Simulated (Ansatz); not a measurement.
# ZrH₃Cl₃O: nudged elastic band

- system: ZrH₃Cl₃O
- method: RKS PBE0-D4/def2-SVP (Ansatz 0.2.0)

Figures and captions count atoms from 1; the log counts them from 0 in places.

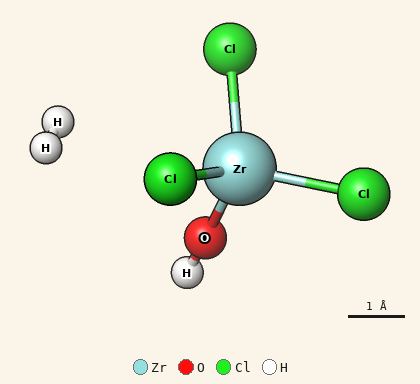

The input geometry (ball-and-stick view, seen at a tilt). Sticks mark near contacts.

Summary:

| quantity | value |
| --- | --- |
| outcome | converged |
| barrier, forward | 1.358 eV |
| barrier, backward | 0.468 eV |
| dipole moment (one image of the band) | 3.16 D |
| hardware | 8 threads of Arm Neoverse V1, 23 GiB of memory available, shared host |
| wall time | 2.4 min (CPU time 15 min) |
| peak memory | 0.54 GiB |

The input:
```yaml
crystal:
  periodic: [false, false, false]
  atoms:
    - {symbol: Zr, position_ang: [0.009770, -0.306530, -0.974808]}
    - {symbol: O, position_ang: [1.070441, -0.982285, 0.419921]}
    - {symbol: Cl, position_ang: [0.534272, -1.458049, -2.937467]}
    - {symbol: Cl, position_ang: [-2.249857, -0.634275, -0.472698]}
    - {symbol: Cl, position_ang: [0.461726, 1.967490, -1.274133]}
    - {symbol: H, position_ang: [-0.444625, 1.614466, 1.980007]}
    - {symbol: H, position_ang: [-0.983252, 1.116430, 2.120793]}
    - {symbol: H, position_ang: [1.601525, -1.317247, 1.138386]}
basis:
  gaussian: {orbitals: def2-SVP}
hamiltonian: {xc: pbe0, dispersion: d4}
neb:
  images: 5
  climbing: true
  max_iterations: 40
  initial_path: idpp
  final_atoms:
    - {symbol: Zr, position_ang: [-0.592923, 0.205819, -0.559213]}
    - {symbol: O, position_ang: [1.212606, -0.123528, 0.882610]}
    - {symbol: Cl, position_ang: [0.242411, -1.869938, -1.356046]}
    - {symbol: Cl, position_ang: [-2.784377, 0.206360, -1.341478]}
    - {symbol: Cl, position_ang: [0.375551, 2.173296, -1.353064]}
    - {symbol: H, position_ang: [1.008577, -0.054669, 1.820089]}
    - {symbol: H, position_ang: [-1.183510, 0.390798, 1.175423]}
    - {symbol: H, position_ang: [1.721663, -0.928138, 0.731679]}
```

Command:
```bash
ansatz run in.yaml --threads 8 --pin off --events-out ev --progress --plain --max-ram 19148MiB
```

Log:
```
Functional definition: PBE0
  name "PBE0"
  cite "Adamo & Barone, J. Chem. Phys. 110, 6158 (1999) doi:10.1063/1.478522"
  cite "Perdew, Burke & Ernzerhof, Phys. Rev. Lett. 77, 3865 (1996) doi:10.1103/PhysRevLett.77.3865"
  parent pbe
  parameter a = 0.25
  parameter kappa = 0.804
  parameter beta = 0.06672455060314922
  exchange = (1 - a)*pbe_x(kappa = kappa, mu = beta*pi^2/3) + a*exact_x
  correlation = pbe_c(beta = beta)
1163 factors; integrals over basis functions are off by at most 2.5e-4 eV
mean field evaluation 1: about -40918.4782 eV, gradient 5.4e1 eV
mean field evaluation 2: about -40879.6640 eV, gradient 1.5e2 eV
mean field evaluation 4: about -40923.7430 eV, gradient 4.9e0 eV
mean field evaluation 8: about -40923.8427 eV, gradient 2.7e-1 eV
mean field evaluation 16: about -40923.8430 eV, gradient 1.3e-5 eV
mean field -40923.84296511 eV, -1503.9234897907 hartree, gradient 1.3e-5 eV, S^2 0.000000; 0 other end points of the search recorded, 0 dependent functions left out
the calculation of the forces begins
reference -40923.84303062 eV, -1503.9234921983 hartree; 37, 37 occupied and 77, 77 virtual orbitals, 1163 factors
1168 factors; integrals over basis functions are off by at most 1.0e-3 eV
mean field evaluation 32: about -40922.9453 eV, gradient 2.1e-5 eV
mean field -40922.94532791 eV, -1503.8905022321 hartree, gradient 2.1e-5 eV, S^2 0.000000; 0 other end points of the search recorded, 0 dependent functions left out
[... from here on the field's lines of each further geometry are left out, up to the last ...]
WARN: NEB end point (image 0): max|allowed force component| = 3.740e-1 eV/Å (the criterion of neb.relax_end_points is 1.000e-2). That is over neb.f_tol: it is no minimum, so the barrier can be far off. Relax it first
WARN: NEB end point (image 6): max|allowed force component| = 2.574e-1 eV/Å (the criterion of neb.relax_end_points is 1.000e-2). That is over neb.f_tol: it is no minimum, so the barrier can be far off. Relax it first
NEB iter   1: max|band force component| = 4.574e0 eV/Å  barrier→ = 4.6801 eV  barrier← = 3.7904 eV  Δτ_max = 0.2000 Å  (200 SCF iters)
NEB iter   2: max|band force component| = 3.624e0 eV/Å  barrier→ = 3.1914 eV  barrier← = 2.3017 eV  Δτ_max = 0.2000 Å  (160 SCF iters)
NEB iter   3: max|band force component| = 2.183e1 eV/Å  barrier→ = 2.9816 eV  barrier← = 2.0919 eV  Δτ_max = 0.1021 Å  (154 SCF iters)
NEB iter   4: max|band force component| = 1.398e1 eV/Å  barrier→ = 1.9815 eV  barrier← = 1.0918 eV  Δτ_max = 0.2000 Å  (145 SCF iters)
NEB iter   5: max|band force component| = 4.994e0 eV/Å  barrier→ = 1.4415 eV  barrier← = 0.5518 eV  Δτ_max = 0.2000 Å  (144 SCF iters)
NEB iter   6: max|band force component| = 1.168e0 eV/Å  barrier→ = 1.5450 eV  barrier← = 0.6552 eV  Δτ_max = 0.2000 Å  (145 SCF iters)
NEB iter   7: max|band force component| = 3.498e-1 eV/Å  barrier→ = 1.3604 eV  barrier← = 0.4707 eV  CI = image 4  Δτ_max = 0.0825 Å  (144 SCF iters)
NEB iter   8: max|band force component| = 3.873e-1 eV/Å  barrier→ = 1.3738 eV  barrier← = 0.4840 eV  CI = image 4  Δτ_max = 0.0420 Å  (141 SCF iters)
NEB iter   9: max|band force component| = 2.550e-1 eV/Å  barrier→ = 1.3623 eV  barrier← = 0.4725 eV  CI = image 4  Δτ_max = 0.0413 Å  (134 SCF iters)
NEB iter  10: max|band force component| = 9.946e-2 eV/Å  barrier→ = 1.3592 eV  barrier← = 0.4694 eV  CI = image 4  Δτ_max = 0.0454 Å  (141 SCF iters)
NEB iter  11: max|band force component| = 7.537e-2 eV/Å  barrier→ = 1.3587 eV  barrier← = 0.4689 eV  CI = image 4  Δτ_max = 0.0227 Å  (140 SCF iters)
the calculation of the forces begins
reference -40922.89894521 eV, -1503.8887976992 hartree; 37, 37 occupied and 77, 77 virtual orbitals, 1169 factors
these checks for a lower state are left out or cut short: stability, starts, cluster_reference, orbital_swaps, neighbouring_geometries, increment
1169 factors; integrals over basis functions are off by at most 1.0e-3 eV
mean field evaluation 896: about -40922.9383 eV, gradient 3.2e-6 eV
mean field -40922.93830987 eV, -1503.8902443240 hartree, gradient 3.2e-6 eV, S^2 0.000000; 0 other end points of the search recorded, 0 dependent functions left out
the calculation of the forces begins
reference -40922.93837514 eV, -1503.8902467225 hartree; 37, 37 occupied and 77, 77 virtual orbitals, 1169 factors
NEB iter  12: max|band force component| = 3.440e-2 eV/Å  barrier→ = 1.3580 eV  barrier← = 0.4683 eV  CI = image 4  CI's point: of a kind that is not told: the force calls were inconclusive, a negative curvature could not be distinguished from the path's own, the only one lies far off the path, or fixed occupations may fill a level only in part  Δτ_max = 0.0000 Å  (1169 SCF iters)
```

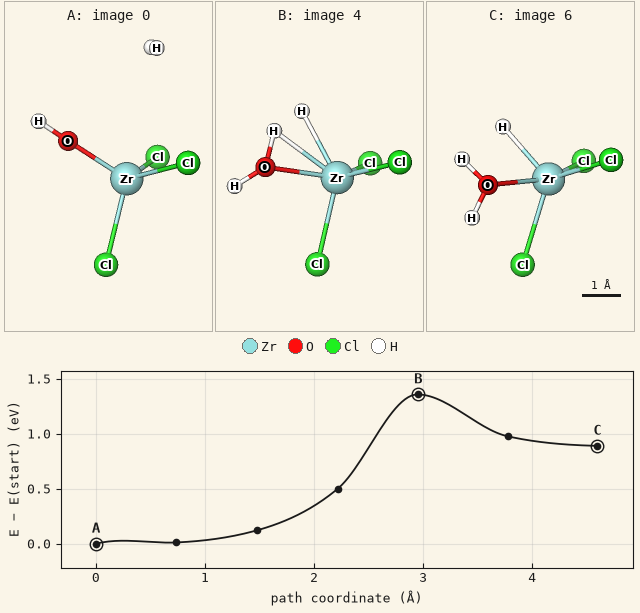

Images of the last band (counted from 0; ball-and-stick, seen at a tilt) above the energy along the path; the line is a cubic interpolation that uses the forces. The highest image is number 4, 1.358 eV above the start and 0.468 eV above the end (the climbing image); the end lies 0.890 eV above the start. The path is 4.60 Å long. The band converged in 12 iterations. The end points carry forces over 0.1 eV/Å, so they aren't fully relaxed minima and the barriers are approximate.

```
Total energy: -40922.69702587 eV, -1503.8813773005 hartree
Atom 0 at    -0.461131     0.189492    -0.473045 Å, force    -0.005756    -0.003908    -0.009425 eV/Å
Atom 1 at     1.378448    -0.103929     0.555922 Å, force    -0.001903    -0.002497     0.014615 eV/Å
Atom 2 at     0.285091    -1.365097    -2.076481 Å, force    -0.009595     0.000824     0.007541 eV/Å
Atom 3 at    -2.653725    -0.568705    -0.193720 Å, force    -0.008567     0.005835    -0.006794 eV/Å
Atom 4 at    -0.489959     2.366096    -1.290382 Å, force     0.005525    -0.004756    -0.001481 eV/Å
Atom 5 at     0.515952     0.054112     1.363345 Å, force     0.026280     0.002480     0.022191 eV/Å
Atom 6 at    -0.496249     0.330149     1.530116 Å, force    -0.008668    -0.014757    -0.014315 eV/Å
Atom 7 at     1.921572    -0.902119     0.584246 Å, force     0.002685     0.016779    -0.012333 eV/Å
Dipole moment:     0.483817    -0.198626     0.400477 e Å
```

The last band as extended XYZ (Å, eV, eV/Å):
```
8
Properties=species:S:1:pos:R:3:forces:R:3 image=0 energy=-40924.05499
Zr    0.0098   -0.3065   -0.9748    0.0314  -0.0156   0.0517
O     1.0704   -0.9823    0.4199   -0.1091   0.0637  -0.1611
Cl    0.5343   -1.4580   -2.9375    0.0237  -0.0483  -0.0766
Cl   -2.2499   -0.6343   -0.4727   -0.0959  -0.0181   0.0246
Cl    0.4617    1.9675   -1.2741    0.0242   0.0966  -0.0114
H    -0.4446    1.6145    1.9800    0.3689   0.3459  -0.0978
H    -0.9833    1.1164    2.1208   -0.3740  -0.3416   0.0962
H     1.6015   -1.3172    1.1384    0.1309  -0.0826   0.1744
8
Properties=species:S:1:pos:R:3:forces:R:3 image=1 energy=-40924.04380
Zr   -0.0814   -0.1884   -0.8921    0.0033  -0.0106  -0.0095
O     1.1299   -0.8206    0.4009    0.0060  -0.0113  -0.0249
Cl    0.3480   -1.3752   -2.8591    0.0005   0.0047  -0.0224
Cl   -2.3083   -0.6017   -0.2763    0.0028  -0.0140   0.0028
Cl    0.2745    2.0914   -1.3066    0.0066  -0.0070   0.0024
H    -0.2041    0.9897    2.0363    0.0083   0.0241   0.0189
H    -0.9459    1.0916    1.9027   -0.0173   0.0122   0.0186
H     1.7874   -1.1868    0.9942   -0.0101   0.0020   0.0140
8
Properties=species:S:1:pos:R:3:forces:R:3 image=2 energy=-40923.93361
Zr   -0.1704   -0.0337   -0.7145    0.0290  -0.0361  -0.0465
O     1.2417   -0.5983    0.4159   -0.0226  -0.1053  -0.0483
Cl    0.2202   -1.3587   -2.5910   -0.0161   0.0453  -0.1368
Cl   -2.4038   -0.5286   -0.1540    0.0239  -0.0710   0.0536
Cl    0.0261    2.2293   -1.3084    0.0438  -0.0440   0.0279
H    -0.0749    0.5864    1.8056   -0.0177   0.1065   0.0801
H    -0.7981    0.8248    1.7700   -0.0778   0.0905   0.0402
H     1.9592   -1.1213    0.7765    0.0376   0.0142   0.0299
8
Properties=species:S:1:pos:R:3:forces:R:3 image=3 energy=-40923.55694
Zr   -0.2560    0.1020   -0.5843    0.2278  -0.1156  -0.1299
O     1.3692   -0.3046    0.3810    0.0155  -0.1583  -0.2690
Cl    0.1998   -1.4112   -2.2923   -0.0925   0.0060  -0.3091
Cl   -2.5180   -0.4640   -0.1551    0.1772  -0.0479   0.1369
Cl   -0.2528    2.3261   -1.3226    0.0846  -0.0706   0.0285
H     0.1147    0.2676    1.6287   -0.4378   0.2648   0.3249
H    -0.6281    0.4880    1.7022   -0.1368   0.1176   0.2362
H     1.9712   -1.0038    0.6423    0.1621   0.0040  -0.0185
8
Properties=species:S:1:pos:R:3:forces:R:3 image=4 energy=-40922.69696
Zr   -0.4611    0.1895   -0.4730   -0.0058  -0.0039  -0.0094
O     1.3784   -0.1039    0.5559   -0.0019  -0.0025   0.0146
Cl    0.2851   -1.3651   -2.0765   -0.0096   0.0008   0.0075
Cl   -2.6537   -0.5687   -0.1937   -0.0086   0.0058  -0.0068
Cl   -0.4900    2.3661   -1.2904    0.0055  -0.0048  -0.0015
H     0.5160    0.0541    1.3633    0.0263   0.0025   0.0222
H    -0.4962    0.3301    1.5301   -0.0087  -0.0148  -0.0143
H     1.9216   -0.9021    0.5842    0.0027   0.0168  -0.0123
8
Properties=species:S:1:pos:R:3:forces:R:3 image=5 energy=-40923.07830
Zr   -0.6666    0.1886   -0.4180   -0.0593   0.0076   0.0233
O     1.3824   -0.0250    0.5525    0.0157   0.0163  -0.0122
Cl    0.3577   -1.4238   -1.8490    0.0237  -0.0257   0.0765
Cl   -2.8497   -0.6131   -0.3203   -0.0715   0.0183  -0.0642
Cl   -0.6212    2.3688   -1.2407   -0.0028   0.0076   0.0069
H     1.1355   -0.0375    1.4902    0.1780  -0.0316   0.0643
H    -0.7043    0.3106    1.4395   -0.0829  -0.0113  -0.0377
H     1.9662   -0.7687    0.3458   -0.0010   0.0187  -0.0568
8
Properties=species:S:1:pos:R:3:forces:R:3 image=6 energy=-40923.16523
Zr   -0.7683    0.0950   -0.3277    0.1058  -0.0004   0.0928
O     1.4242    0.1153    0.4722   -0.2574   0.1377  -0.1828
Cl    0.2082   -1.6140   -1.6571    0.0423  -0.0474  -0.0054
Cl   -3.0385   -0.4007   -0.4492   -0.0825  -0.0190  -0.0123
Cl   -0.5533    2.3090   -1.0282   -0.0006   0.0997  -0.0239
H     1.5146    0.0445    1.4272    0.0611  -0.0389   0.1850
H    -0.8105   -0.0357    1.5089    0.0018  -0.0057  -0.0064
H     2.0235   -0.5134    0.0539    0.1295  -0.1260  -0.0470
```

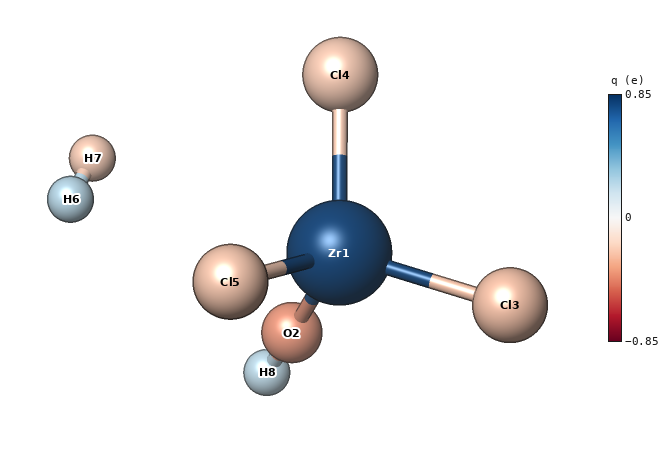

Mulliken charges, as the colour of each atom (ball-and-stick view, seen at a tilt; atoms are numbered from 1 in the order of the input). By element: Zr +0.81, O −0.39, Cl −0.24 to −0.22 and H −0.22 to +0.25 e.
